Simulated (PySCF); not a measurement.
**[SnH3]− (SMILES [H][Sn-]([H])[H]): levels of theory compared**

Aim: a comparison of 5 runs (B3LYP/SBKJC, SVWN5/SBKJC, UPBE0/SBKJC, MP2/SBKJC, FCI/SBKJC) of [SnH3]−. 

The calculation is run with PySCF 2.14.0.

7 further runs of the same task are left out: 3 that didn't finish, 4 set aside as unsound or not needed.

### 1 The molecule

[SnH3]−: 4 atoms, total charge -1, spin state singlet. SMILES: `[H][Sn-]([H])[H]`. The Sn1–H4 distance was set to 5.456 Å, away from the relaxed value. At this shape a bond of the SMILES string is far longer than usual.

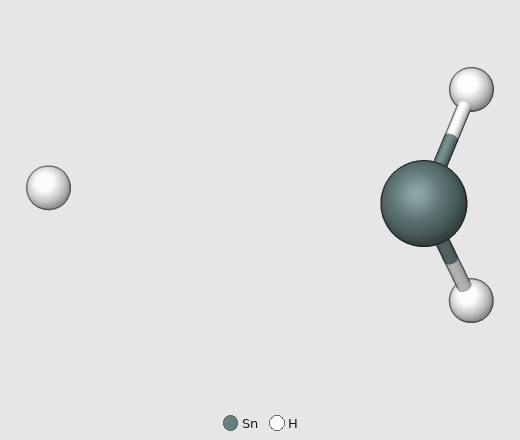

The structure, seen from a chosen angle (tin teal, hydrogen white).

### 2 A single-point energy at B3LYP/SBKJC (core potential) (run 1)

Contents of calc.py:

```python
from pyscf import gto, dft

system = gto.Mole()
system.atom = '''
Sn   1.502291   2.544368   2.683953
H    3.146461   2.505038   1.640633
H    0.721811   3.971148   1.611873
H   -0.844540  -1.404640  -0.259610
'''
system.ecp = {'Sn': 'sbkjc'}
system.max_memory = 1860
system.basis = 'sbkjc'
system.charge = -1
system.verbose = 3
system.build()

calc0 = dft.RKS(system, xc='b3lyp')
calc0.conv_tol = 1e-10
calc0.grids.level = 5
calc0.kernel()
if not calc0.converged:
    calc0 = calc0.newton().run(calc0.mo_coeff, calc0.mo_occ)

energy = calc0.e_tot
print('Final energy', energy)
```

The run is started by

```bash
$ OMP_NUM_THREADS=1 python calc.py
```

Output:

```text
SCF not converged.
SCF energy = -5.06941366364331
converged SCF energy = -5.06941366465102
Final energy -5.0694136646510195
```

It took 3.6 s on 1 thread of Arm Neoverse V1, shared host; peak memory 0.19 GiB.

### 3 The energy at SVWN5/SBKJC (core potential) (run 2)

Contents of run.py:

```python
from pyscf import gto, dft

system = gto.M(
    atom='Sn 1.502291 2.544368 2.683953; H 3.146461 2.505038 1.640633; H 0.721811 3.971148 1.611873; H -0.844540 -1.404640 -0.259610',
    basis='sbkjc',
    verbose=4,
    ecp={'Sn': 'sbkjc'},
    charge=-1,
    max_memory=1860,
)

myscf = dft.RKS(system, xc='svwn')
myscf.grids.level = 5
myscf.conv_tol = 1e-10
myscf.kernel()
if not myscf.converged:
    myscf = myscf.newton().run(myscf.mo_coeff, myscf.mo_occ)

etot = myscf.e_tot
print('E(%s) = %.9f' % ('SVWN5', etot))
```

The run is started by

```bash
$ OMP_NUM_THREADS=1 python run.py
```

Output:

```text
PySCF version 2.14.0

[... 93 lines left out ...]
SCF not converged.
SCF energy = -4.90004931478348
[... 57 lines left out ...]
converged SCF energy = -5.0128904817605
E(SVWN5) = -5.012890482
```

Wall time 5.1 s (1 thread of Arm Neoverse V1, shared host); peak memory 0.15 GiB.

### 4 A single-point energy at UPBE0/SBKJC (core potential) (run 3)

Contents of calc.py:

```python
from pyscf import gto, dft

mol = gto.M(
    atom='''
Sn   1.502291   2.544368   2.683953
H    3.146461   2.505038   1.640633
H    0.721811   3.971148   1.611873
H   -0.844540  -1.404640  -0.259610
''',
    max_memory=1860,
    basis='sbkjc',
    ecp={'Sn': 'sbkjc'},
    charge=-1,
    verbose=4,
)

calc0 = dft.UKS(mol, xc='pbe0')
calc0.conv_tol = 1e-10
calc0.grids.level = 5
calc0.kernel()
if not calc0.converged:
    calc0 = calc0.newton().run(calc0.mo_coeff, calc0.mo_occ)
for _ in range(3):
    mo, _, stable, _ = calc0.stability(return_status=True)
    if stable:
        break
    calc0.kernel(calc0.make_rdm1(mo, calc0.mo_occ))

e_final = calc0.e_tot
print('E = %.10f Eh' % e_final)
```

The run is started by

```bash
$ OMP_NUM_THREADS=1 python calc.py
```

Output:

```text
PySCF version 2.14.0

[... 165 lines left out ...]
converged SCF energy = -5.04533034039202  <S^2> = 4.6176396e-12  2S+1 = 1
[... 2 lines left out ...]
E = -5.0453303404 Eh
```

Wall time 6.9 s (1 thread of Arm Neoverse V1, shared host); peak memory 0.33 GiB.

Run 4 isn't shown in full; the table further down has it.

### 5 A single-point energy at FCI/SBKJC (core potential) (run 5)

Contents of calc.py:

```python
from pyscf import gto, mcscf
from pyscf import fci

mol = gto.M(
    atom='''
Sn     2.838919     4.808159     5.071936
H      5.945950     4.733836     3.100347
H      1.364025     7.504382     3.045999
H     -1.595949    -2.654385    -0.490592
''',
    unit='bohr',
    ecp={'Sn': 'sbkjc'},
    basis='sbkjc',
    charge=-1,
    max_memory=1860,
    verbose=3,
)

myscf = mol.RHF()
myscf.conv_tol = 1e-10
myscf.kernel()
if not myscf.converged:
    myscf = myscf.newton().run(myscf.mo_coeff, myscf.mo_occ)

cas = mcscf.CASCI(myscf, myscf.mo_coeff.shape[-1] - 0, (mol.nelec[0] - 0, mol.nelec[1] - 0))  # full CI above the frozen core
cas.fcisolver = fci.direct_spin0.FCI(mol)  # even spin states alone
cas.kernel()
print('<S^2> = %.4f' % cas.fcisolver.spin_square(cas.ci, cas.ncas, cas.nelecas)[0])
e_final = cas.e_tot
print('E(%s) = %.9f' % ('FCI', e_final))
```

The run is started by

```bash
$ OMP_NUM_THREADS=1 python calc.py
```

Output:

```text
converged SCF energy = -4.80367593398712
CASCI E = -4.95544788568480  E(CI) = -7.88294824420355  S^2 = 0.0000000
<S^2> = 0.0000
E(FCI) = -4.955447886
```

Wall time 25 s (1 thread of Arm Neoverse V1, shared host); peak memory 0.34 GiB.

### 6 All runs side by side

| run | level | follow instability | integration grid | energy (Eh) | HOMO energy (eV) | LUMO energy (eV) | HOMO–LUMO gap (eV) | wall time |
| --- | --- | --- | --- | --- | --- | --- | --- | --- |
| 1 | B3LYP/SBKJC (core potential) | – | 5 | -5.069414 | 0.25 | 1.07 | 0.82 | 3.6 s |
| 2 | SVWN5/SBKJC (core potential) | – | 5 | -5.012890 | 0.52 | 0.77 | 0.24 | 5.1 s |
| 3 | UPBE0/SBKJC (core potential) | yes | 5 | -5.045330 | 0.16 | 1.12 | 0.96 | 6.9 s |
| 4 | MP2/SBKJC (core potential) | – | – | -4.885615 | -0.33 | 2.96 | 3.29 | 0.68 s |
| 5 | FCI/SBKJC (core potential) | – | – | -4.955448 | -0.33 | 2.96 | 3.29 | 25 s |

### 7 Results

| quantity | value |
| --- | --- |
| run 5: total energy | -4.95545 Eh |
| run 5: HOMO energy (Hartree–Fock orbitals) | -0.33 eV |
| run 5: LUMO energy (Hartree–Fock orbitals) | 2.96 eV |
| run 5: HOMO–LUMO gap (to an unbound level, set by the basis) | 3.29 eV |
| run 5: correlation energy | -151.8 mEh |

What this shows: Against full CI in this basis: MP2 +69.8 mEh. Over runs 1, 2, 3 the HOMO–LUMO gap runs from 0.24 eV (SVWN5/SBKJC) to 0.96 eV (UPBE0/SBKJC). The empty levels of an anion lie above zero and hang on the basis. Totals of different functionals can't be ranked against each other. In runs 1, 2, 3 the HOMO lies above zero, so the outermost electron may be held by the basis alone. All runs together took 41 s, the longest 25 s.
